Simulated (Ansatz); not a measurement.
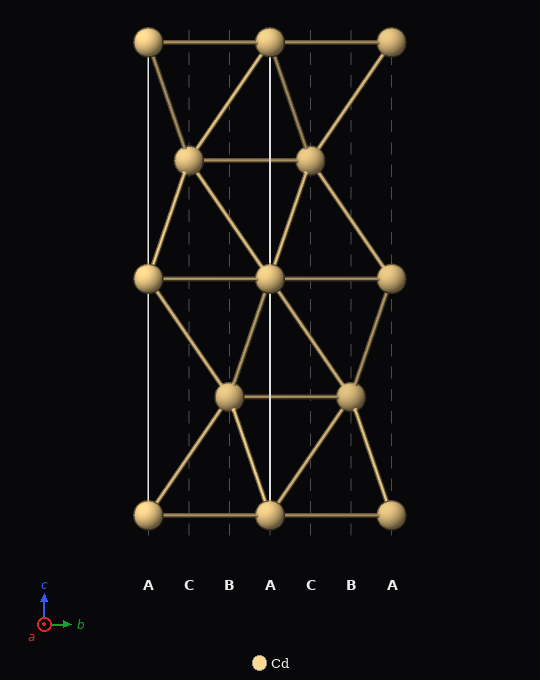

Projection along an edge of the hexagonal mesh, stacking direction c upwards. The dashed lines mark the three columns A (0, 0), B (1/3, 2/3) and C (2/3, 1/3). The sequence starts with the first layer at or above the cell's origin.

The compound is Cd (space group P6_3/mmc, No. 194), taken as coordinates from a relaxation with DFT PBE+D3(BJ), scalar-relativistic, plane waves, PAW (Ansatz).

Give the sequence of layers in one repeat, with element and column.

Answer. Cd(A) – Cd(B) – Cd(A) – Cd(C) (four layers in 10.37 Å).

Taking all atoms as equal spheres, what packing is it?

Answer. As equal spheres, ABAC: a mixed close packing, (ch) in Jagodzinski's notation.

What short polytype symbol fits?

Answer. Polytype symbol 4H, Ramsdell's symbol (number of layers in the repeat and lattice).

Heights of the layers:

| layer | atoms (column) | height (Å) | to next (Å) |
| --- | --- | --- | --- |
| 1 | Cd(A) | 0.00 | 2.59 |
| 2 | Cd(B) | 2.59 | 2.59 |
| 3 | Cd(A) | 5.19 | 2.59 |
| 4 | Cd(C) | 7.78 | 2.59 |
